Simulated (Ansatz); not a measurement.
## Fields on a plane of Bi2Se3 (Bi2Te3 type, space group R-3m)

```xyz
5
Lattice="2.0722 1.1964 9.4818 -2.0722 1.1964 9.4818 0.0000 -2.3928 9.4818" Properties=species:S:1:pos:R:3 pbc="T T T"
Bi     0.0000     0.0000    11.4032
Bi     0.0000     0.0000    17.0423
Se     0.0000     0.0000     0.0000
Se     0.0000     0.0000     5.9884
Se     0.0000     0.0000    22.4571
```

The slice is a (-1 1 0 4) plane (indices of the conventional cell) through the point (0.401, 0.401, 0.401) (fractional), spanned by u = [1 0 -1] and v = [1 -1 1] in vectors of this cell: u (4.14 Å) and v (10.62 Å, at 90° to u). It covers one period; positions are fractions (u, v).

Atoms on it: Bi at (0.00, 0.00). Other atoms lie within 1 Å of the plane.

Calculation: PBE-D3(BJ) (plane waves to 420 eV, PAW, scalar-relativistic; Ansatz, a first-principles code). k mesh 9×9×9. Inside the PAW spheres the values are not all-electron values, and peaks at nuclei hang on which shells count as valence. Bi2Se3 was relaxed with its symmetry unable to fall. Spin-orbit coupling is left out, though Bi is heavy. The PAW data are Ansatz's earlier set.

```tsv
v \ u	0.00	0.08	0.17	0.25	0.33	0.42	0.50	0.58	0.67	0.75	0.83	0.92
0.94	x	x	x	<-1.0	3.0	5.4	6.0	5.4	3.0	<-1.0	x	x
0.84	4.3	4.6	5.3	6.0	6.4	6.7	6.7	6.7	6.4	6.0	5.3	4.6
0.75	3.6	4.1	4.9	5.0	4.2	3.0	2.4	3.0	4.2	5.0	4.9	4.1
0.66	5.2	4.8	3.2	<-1.0	<-1.0	x	x	x	<-1.0	<-1.0	3.2	4.8
0.56	6.1	5.7	4.2	1.0	<-1.0	<-1.0	x	<-1.0	<-1.0	1.0	4.2	5.7
0.47	7.0	6.9	6.5	5.4	3.3	0.6	-1.0	0.6	3.3	5.4	6.5	6.9
0.38	7.4	7.3	6.5	4.1	<-1.0	x	x	x	<-1.0	4.1	6.5	7.3
0.28	6.3	6.5	6.8	6.9	6.6	6.0	5.7	6.0	6.6	6.9	6.8	6.5
0.19	5.3	5.6	6.2	6.8	7.2	7.4	7.4	7.4	7.2	6.8	6.2	5.6
0.09	x	<-1.0	<-1.0	1.7	4.6	5.9	6.2	5.9	4.6	1.7	<-1.0	<-1.0
0.00	x	x	x	<-1.0	0.7	4.6	5.6	4.6	0.7	<-1.0	x	x
```

Values: electrostatic potential energy of an electron, from the cell's mean, in eV. Points within 1 Å of a nucleus are blanked (x), as the pseudised field means little there. Values under -1 eV are set to -1. The zero, the cell's mean, hangs on the PAW cores.

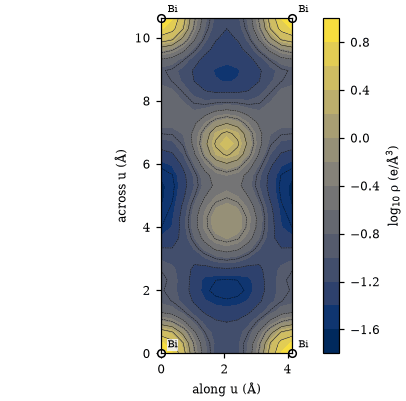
*Log₁₀ of the valence density in e/Å³, one period of the plane, atoms marked. The scale is logarithmic, as a density can span decades between atoms and voids.*
